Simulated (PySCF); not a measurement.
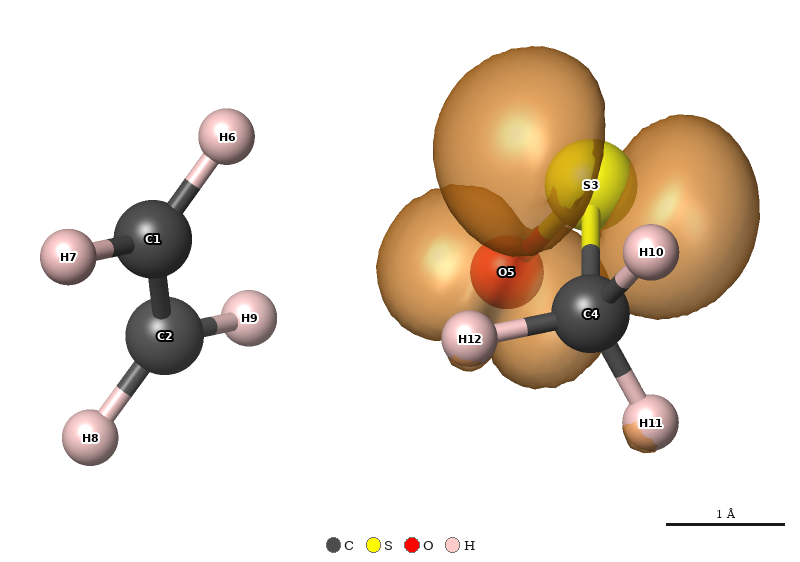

*C3H7OS (doublet). Isosurface of the spin density (α minus β) at +0.03 e/Å³ (orange), seen from one side.*

Geometry: GFN2-xTB; at this geometry the atoms fall into two loosely joined parts.

These are results of UKS B3LYP, pcH-1 on C H O S, non-relativistic, mean-field spin-orbit, GIAO in PySCF, not measurements.

```xyz
12

C     1.8353    0.4986   -0.3520
C     1.3424   -0.4900   -1.0694
S    -1.2681   -0.9850    1.7467
C    -1.7499    0.5282    0.8366
O    -1.0044   -2.0076    0.7168
H     1.6927    0.5575    0.7159
H     2.4146    1.2943   -0.7927
H     1.4933   -0.5474   -2.1352
H     0.7642   -1.2874   -0.6312
H    -1.9446    1.3017    1.5700
H    -2.6396    0.3222    0.2497
H    -0.9348    0.8141    0.1777
```

Where is the unpaired spin?

Answer. The unpaired spin (1 electron) lies mostly on S3 (about 0.5) and O5 (about 0.4), in electrons by Hirshfeld's partition.
